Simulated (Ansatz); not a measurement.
**1T-PtS2 of n layers: modes against thickness**

Aim: how do the zone-centre modes of 1T-PtS2 of n layers change with n?

Calculated with Ansatz 0.2.0; DFT PBE+D3(BJ), scalar-relativistic, plane waves, PAW; PAW set soft_1.

## 1. Starting point

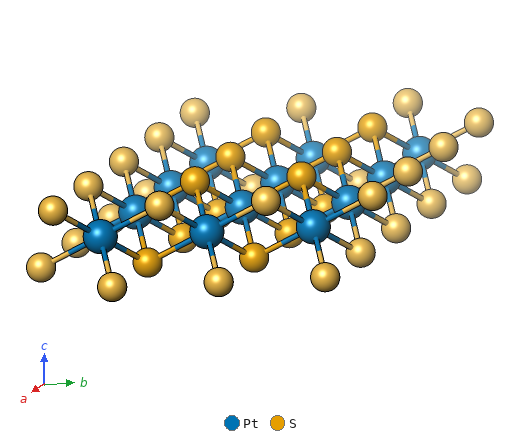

The starting structure, seen slightly off an axis (platinum blue, sulfur orange). 3×2×1 cells are drawn. Some periodic images of atoms are drawn too.

The cell holds 3 atoms: 1 Pt and 2 S. Its edges and angles: a = 3.540 Å, b = 3.540 Å, c = 28.600 Å, α = 90.0°, β = 90.0°, γ = 120.0°. Vacuum lies along c. The height across the vacuum is the one that the program set for its solve, not the one typed.

## 2. First relaxation: n = 1

The cell for n = 1 and its atoms are relaxed. The program lengthens the typed cell of 18.4 Å along the normal to 28.6 Å, as its cut-off of the electrostatics needs, and moves no atom.

Contents of input.yaml:

```yaml
crystal:
  lattice:
    - [3.54, 0.0, 0.0]
    - [-1.77, 3.06573, 0.0]
    - [0.0, 0.0, 18.4]
  atoms:
    - { symbol: Pt, position: [0.0, 0.0, 0.5] }
    - { symbol: S, position: [0.333333, 0.666667, 0.565217] }
    - { symbol: S, position: [0.666667, 0.333333, 0.434783] }
  periodic: [true, true, false]
kpoints:
  mp_grid: { grid: [9, 9, 1] }
hamiltonian:
  xc: pbe
  dispersion: d3bj
  pseudopotentials: { kind: paw, azcp: { folder: soft_1 } }
scf:
  occupations: { method: gaussian, width: 0.02 }
output:
  forces: true
  stress: true
  eigenvalues: true
relax:
  adjacent_minimum: "off"
  f_tol: 0.004
  max_steps: 80
  cell: { stress_2d_tol: 0.01 }
```

Started as:

```
> ansatz run input.yaml --threads 8 --pin off --max-ram 20480MiB --backend cpu --events-out ev --progress --plain --runs-dir out
```

Numbers of over 12 decimals in the logs are rounded to 6 here.

Log:

```text
[...]
F+E_penalty+E_count = -14330.76466408 eV   max|allowed force component| = 6.394e-4 eV/Å   (the final SCF, on the basis selected at the relaxed cell)
  cell:  # Å, volume = 310.6197 Å³
    - [3.541330, 0, 0]
    - [-1.770665, 3.066882, 0]
    - [0, 0, 28.5999712]
  atoms:
    - { symbol: Pt, position: [0, 0, 0.321679] }
    - { symbol: S, position: [0.333333, 0.666667, 0.365100] }
    - { symbol: S, position: [0.666667, 0.333333, 0.278257] }
[key lines of the parts left out:]
SCF converged after 8 iterations
Free energy (F): -14330.764664 eV
Fermi energy:    -5.460601 eV
P = ½ c Tr σ = 0.0069 N/m
```

Elapsed: 4.7 s, on 8 threads of Arm Neoverse V1, shared host; peak memory 0.69 GiB.

Step by step:

```
step  energy less that of the first step (eV)  largest force component (eV/Å)  volume (Å³)
   1                                   0.0000                          0.5674       310.39
   2                                  -0.0220                          0.1453       309.31
   3                                  -0.0240                          0.0024       310.46
   4                                  -0.0240                          0.0006       310.62
  5*                                  -0.0240                          0.0006       310.62
```

Relaxation steps marked * repeat the geometry before them on a plane-wave basis chosen anew for their cell, so energy and pressure can jump there.

The run keeps the 12 symmetry operations that it works with, so distortions that break them were not tested.

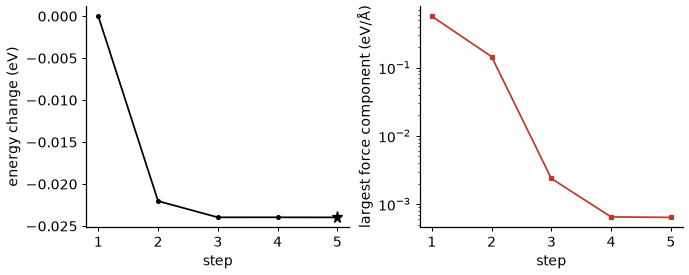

Energy and largest force along the relaxation. Stars mark steps on a basis chosen anew.

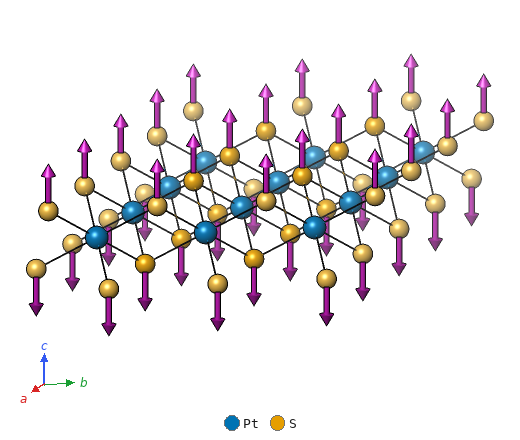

Displacements in the relaxation, exaggerated, measured against the changing cell; the longest in the cell stands for 0.04 Å. 3×2×1 cells are drawn. Some periodic images of atoms are drawn too.

```
cell as run  before  after  change
      a (Å)   3.540  3.541  +0.0 %
      b (Å)   3.540  3.541  +0.0 %
```

The atoms that moved most (Å, along periodic axes as changes of fractional coordinates times the final cell, across vacuum about the mean position):

```
atom     dx     dy      dz  length
  S2  0.000  0.000   0.042   0.042
  S3  0.000  0.000  -0.042   0.042
```

Final coordinates:

```cif
data_structure
_symmetry_space_group_name_H-M 'P 1'
_symmetry_Int_Tables_number 1
_cell_length_a 3.5413
_cell_length_b 3.5413
_cell_length_c 28.6000
_cell_angle_alpha 90.000
_cell_angle_beta 90.000
_cell_angle_gamma 120.000
_cell_volume 310.62
loop_
_atom_site_label
_atom_site_type_symbol
_atom_site_fract_x
_atom_site_fract_y
_atom_site_fract_z
_atom_site_occupancy
Pt1 Pt 0.00000 0.00000 0.32168 1
S2 S 0.33333 0.66667 0.36510 1
S3 S 0.66667 0.33333 0.27826 1
```

This step gave:

| Item | Value |
| --- | --- |
| gap on the k-mesh | 1.836 eV |

The relaxation ends with a first cell vector of 3.541 Å.

## 3. A member of the series: n = 1

The relaxation for n = 1 is finished with tight tolerances.

input.yaml, the sections that differ from step 2:

```yaml
crystal:
  lattice:
    - [3.5413300744, 0.0, 0.0]
    - [-1.7706650372, 3.0668818076, 0.0]
    - [0.0, 0.0, 28.5999712]
  atoms:
    - { symbol: Pt, position: [0.0, 0.0, 0.3216786456] }
    - { symbol: S, position: [0.3333333333, 0.6666666667, 0.3651004998] }
    - { symbol: S, position: [0.6666666667, 0.3333333333, 0.2782567914] }
  periodic: [true, true, false]
scf:
  occupations: { method: fixed }
relax:
  adjacent_minimum: "off"
  f_tol: 0.001
  max_steps: 60
  cell: { stress_2d_tol: 0.002 }
# kpoints, hamiltonian, output: as in step 2
```

Log:

```text
[...]
Crystal: 3 atoms, lattice volume = 310.620 Å³
Basis set: ecut = 420 eV, 5993 PW (Γ), exchange–correlation on 48×48×384 points (8 copies of the dense FFT grid, shifted against one another)
Bands: 19, of which v1, the nominal top of the filled ones, is band 15 counted from 1 (14 counted from 0)
Symmetry: 12 space group operations
[...]
k-points: 12 of 81
[...]
--- Relaxed structure (2 steps of the walk, 2 accepted, 1 SCFs on fresh bases) ---
[...]
cell:  # Å, volume = 310.6445 Å³
    - [3.541471, 0.0, 0]
    - [-1.770736, 3.067004, 0]
    - [0, 0, 28.5999712]
  atoms:
    - { symbol: Pt, position: [0, 0, 0.3216786456] }
    - { symbol: S, position: [0.333333, 0.666667, 0.365099] }
    - { symbol: S, position: [0.666667, 0.333333, 0.278258] }
[key lines of the parts left out:]
SCF converged after 10 iterations
Free energy (F): -14330.764665 eV
Fermi energy:    -6.378656 eV
P = ½ c Tr σ = 0.0005 N/m
```

Wall time 3.1 s (8 threads); peak memory 0.68 GiB; 21 s of CPU time.

Little changed from the start: no atom moved by 0.005 Å and no cell edge by 0.1 %.

The largest force component left is 0.0059 meV/Å.

## 4. Modes of this member: n = 1

Phonons follow from the second derivative of the energy, found here by linear response.

The zone-centre modes follow for n = 1.

input.yaml, the sections that differ from step 3:

```yaml
crystal:
  lattice:
    - [3.5414714753, 0.0, 0.0]
    - [-1.7707357377, 3.0670042644, 0.0]
    - [0.0, 0.0, 28.5999712]
  atoms:
    - { symbol: Pt, position: [0.0, 0.0, 0.3216786456] }
    - { symbol: S, position: [0.3333333333, 0.6666666667, 0.3650994593] }
    - { symbol: S, position: [0.6666666667, 0.3333333333, 0.2782578319] }
  periodic: [true, true, false]
output:
  eigenvalues: true
phonons:
  method: dfpt
# kpoints, hamiltonian, scf: as in step 3
# relax: removed
```

Log:

```text
Warning: crystal.symmetry: narrowed to the stabiliser of the run's FFT grids — unitary ops 12 → 6. A phonons.method: dfpt run fills in the rows of the dynamical matrix that it does not solve by its symmetry operations, which is exact only for operations that map its FFT grids onto themselves: filled in by any other, the frequencies could depend on the order in which like atoms are typed, or, by more than the grids' own error, on where the crystal sits among the grids' points. Excluded: 6 operations. The run can therefore solve more perturbations, solve them on more k-points, or both, and cost more. [rest of the remark cut]
[...]
Crystal: 3 atoms, lattice volume = 310.645 Å³
Basis set: ecut = 420 eV, 5993 PW (Γ), exchange–correlation on 48×48×384 points (8 copies of the dense FFT grid, shifted against one another)
Bands: 19, of which v1, the nominal top of the filled ones, is band 15 counted from 1 (14 counted from 0)
Symmetry: 12 space group operations
k-points: 25 of 81 (irreducible under 2 space group operations, time reversal used)
[...]
SCF iter   1: F=—  HF=-14332.095704 eV  |F-HF|=—  |Δ(HF+E_count)|=         —  Δρ=4.31e-2  dr2=7.02e0  ethr=3.10e-3  ⟨swp⟩=7.9  Hψ=3099  notcnv=0  defer=49
[...]
SCF iter  11: F=-14330.764665 eV  HF=-14330.764665 eV  |F-HF|=9.09e-12  |Δ(HF+E_count)|=  1.60e-10  Δρ=6.13e-8  dr2=8.79e-12  ethr=1.00e-12  ⟨swp⟩=26.9  Hψ=6558  notcnv=0
SCF 1 converged in 11 iterations: F = -14330.764665 eV  dr2 = 8.79e-12
[...]
DFPT response loops at Γ: preconditioner auto → none (the input reference at scf.mixing.eps_inf says where Resta's filter doesn't serve); β = 0.50; Broyden in place of MSR1
SCF converged after 11 iterations
Free energy (F): -14330.764665 eV
[...]
Internal energy: -14330.764665 eV  (E = F + TS)
E sigma→0 (E₀):  -14330.764665 eV
Fermi energy:    -6.378651 eV
[...]
--- Band table (eV; the first three rows and the last of 25) ---
  k-point 0: bands = [... 11 lower, -7.1700, -7.0568, -6.5869, -6.5869, -3.1022, -3.1022, -0.9146, -0.5564]
  k-point 1: bands = [... 11 lower, -7.7423, -6.8323, -6.5225, -6.3787, -3.7847, -3.2940, -0.5679, -0.2818]
  k-point 2: bands = [... 11 lower, -8.3026, -6.6397, -6.6142, -6.4605, -4.5428, -3.5281, 0.0385, 0.2281]
  k-point 24: bands = [... 11 lower, -8.3571, -7.9029, -7.4554, -6.4533, -4.4397, -3.7622, 0.4507, 1.0730]
--- Phonons (Γ-DFPT): 6 representative perturbations + reference, on 25 of 81 k-points (Σ response iterations 29) ---
  ASR residual: 2.127e-4 → 0.000e0 eV/Å²; symmetrization residual: 1.778e-5 eV/Å²
  The last average, over the group as it would stand without the narrowing to the FFT grids, took up to 1.468e-6 eV/Å² of the zone centre's force constants
  pairwise dispersion correction: d3bj (s6 = 1.0, s8 = 0.7875, a1 = 0.4289, a2_bohr = 4.4407), with the weights of each atom's references fixed at the reference crystal's, and the forces and stress that the weights' published response gives there kept as a pressure on the atom's counted neighbours (hamiltonian.dispersion)
  ASR residual per site (eV/Å²): 2.13e-4 6.51e-5 6.31e-5
  Γ frequencies (cm⁻¹): 0.00 0.00 0.00 291.64 291.64 314.37 314.37 319.53 330.22
  non-analytic LO–TO correction: not included (Born effective charges unavailable; polar crystals: no LO–TO splitting at Γ)
```

The job ended after 17 s (8 threads; peak memory 1.1 GiB).

In the SCF lines HF is the Harris–Foulkes energy and dr2 the Hartree energy of the density residual, in eV; the loop may stop once dr2 is under the threshold and the program's other checks hold. Hψ counts applications of the Hamiltonian.

This step gave:

* sum-rule residual before enforcement: 2.13e-4 eV/Å²
* point group: -3m
* highest mode at the zone centre of this cell (no LO-TO term): 330.2 cm⁻¹
* lowest mode at the zone centre of this cell, translations apart: 291.6 cm⁻¹

Without the LO-TO term. Patterns of degenerate modes are one choice out of their space. The modes at Γ (shares of kinetic energy by element, %):

```
mode  frequency (cm⁻¹)  symmetry  Pt %  S %
   1               0.0  acoustic    75   25
   2               0.0  acoustic    75   25
   3               0.0  acoustic    75   25
   4             291.6        Eg     0  100
   5             291.6        Eg     0  100
   6             314.4        Eu    25   75
   7             314.4        Eu    25   75
   8             319.5       A2u    25   75
   9             330.2       A1g     0  100
```

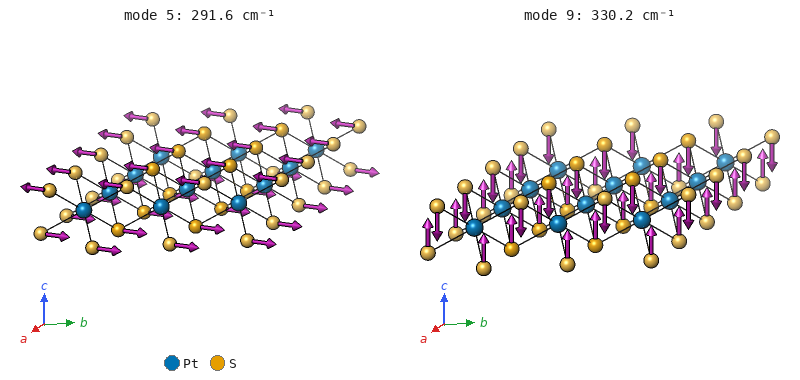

Displacement patterns of modes 5 and 9 at Γ; arrows are exaggerated. 3×2×1 cells are drawn. Some periodic images of atoms are drawn too.

With the three translations set apart, the lowest mode of the cell is real, 292 cm⁻¹, and the highest lies at 330.2 cm⁻¹.

## 5. First relaxation: n = 3

The cell for n = 3 and its atoms are relaxed. The program lengthens the typed cell of 28.5 Å along the normal to 48.8 Å, as its cut-off of the electrostatics needs, and moves no atom.

System of this step: PtS2. The cell holds 9 atoms: 3 Pt and 6 S. Cell: a = 3.540 Å, b = 3.540 Å, c = 48.760 Å, α = 90.0°, β = 90.0°, γ = 120.0°. Vacuum lies along c.

Contents of input.yaml:

```yaml
crystal:
  lattice:
    - [3.54, 0.0, 0.0]
    - [-1.77, 3.06573, 0.0]
    - [0.0, 0.0, 28.48]
  atoms:
    - { symbol: Pt, position: [0.0, 0.0, 0.323034] }
    - { symbol: S, position: [0.333333, 0.666667, 0.365169] }
    - { symbol: S, position: [0.666667, 0.333333, 0.280899] }
    - { symbol: Pt, position: [0.0, 0.0, 0.5] }
    - { symbol: S, position: [0.333333, 0.666667, 0.542135] }
    - { symbol: S, position: [0.666667, 0.333333, 0.457865] }
    - { symbol: Pt, position: [0.0, 0.0, 0.676966] }
    - { symbol: S, position: [0.333333, 0.666667, 0.719101] }
    - { symbol: S, position: [0.666667, 0.333333, 0.634831] }
  periodic: [true, true, false]
kpoints:
  mp_grid: { grid: [9, 9, 1] }
hamiltonian:
  xc: pbe
  dispersion: d3bj
  pseudopotentials: { kind: paw, azcp: { folder: soft_1 } }
scf:
  occupations: { method: gaussian, width: 0.02 }
output:
  forces: true
  stress: true
  eigenvalues: true
relax:
  adjacent_minimum: "off"
  f_tol: 0.004
  max_steps: 80
  cell: { stress_2d_tol: 0.01 }
```

Log:

```text
[...]
Crystal: 9 atoms, lattice volume = 529.177 Å³
Basis set: ecut = 420 eV, 10225 PW (Γ), exchange–correlation on 48×48×720 points (8 copies of the dense FFT grid, shifted against one another)
Bands: 54, of which v1, the nominal top of the filled ones, is band 45 counted from 1 (44 counted from 0)
Symmetry: 12 space group operations
[...]
- { symbol: S, position: [0.333333, 0.666667, 0.220229] }
    - { symbol: S, position: [0.666667, 0.333333, 0.170132] }
    - { symbol: Pt, position: [0, 0, 0.292043] }
    - { symbol: S, position: [0.333333, 0.666667, 0.316967] }
    - { symbol: S, position: [0.666667, 0.333333, 0.267119] }
    - { symbol: Pt, position: [0, 0, 0.388569] }
    - { symbol: S, position: [0.333333, 0.666667, 0.413953] }
    - { symbol: S, position: [0.666667, 0.333333, 0.363857] }
[key lines of the parts left out:]
SCF converged after 10 iterations
Free energy (F): -42993.046210 eV
Fermi energy:    -5.073608 eV
P = ½ c Tr σ = -0.0025 N/m
```

Elapsed: 35 s, on 8 threads; peak memory 1.7 GiB; 4.4 min of CPU time.

Step by step:

```
step  energy less that of the first step (eV)  largest force component (eV/Å)  volume (Å³)
   1                                   0.0000                          0.6101       529.18
   2                                  -0.0835                          0.1607       530.99
   3                                  -0.1006                          0.0480       536.03
   4                                  -0.1025                          0.0128       537.47
   5                                  -0.1030                          0.0053       537.65
   6                                  -0.1030                          0.0004       537.56
  7*                                  -0.1037                          0.0004       537.56
```

Relaxation steps marked * repeat the geometry before them on a plane-wave basis chosen anew for their cell, so energy and pressure can jump there.

Forces are held to the 12 operations that the run works with; a distortion that breaks them can't arise in this run.

```
cell as run  before  after  change
      a (Å)   3.540  3.568  +0.8 %
      b (Å)   3.540  3.568  +0.8 %
```

The atoms that moved most (Å, along periodic axes as changes of fractional coordinates times the final cell, across vacuum about the mean position):

```
atom     dx     dy      dz  length
  S9  0.000  0.000  -0.338   0.338
  S2  0.000  0.000   0.338   0.338
 Pt7  0.000  0.000  -0.333   0.333
 Pt1  0.000  0.000   0.333   0.333
  S8  0.000  0.000  -0.296   0.296
  S3  0.000  0.000   0.296   0.296
  S6  0.000  0.000  -0.015   0.015
  S5  0.000  0.000   0.015   0.015
```

Numbers from this step:

```
gap on the k-mesh : 0.7445 eV
```

The relaxation ends with a first cell vector of 3.568 Å.

[end of part 1 of 2]

[Logs are printed without paths, hosts, clocks, repeated set-up lines and the standing remarks that a program may print on its own settings, such as how far it seeks lower states.]

[Hosts, paths, dates, database ids (printed as entryN), source tags and the programs' standing remarks are cut or masked in the printed files.]
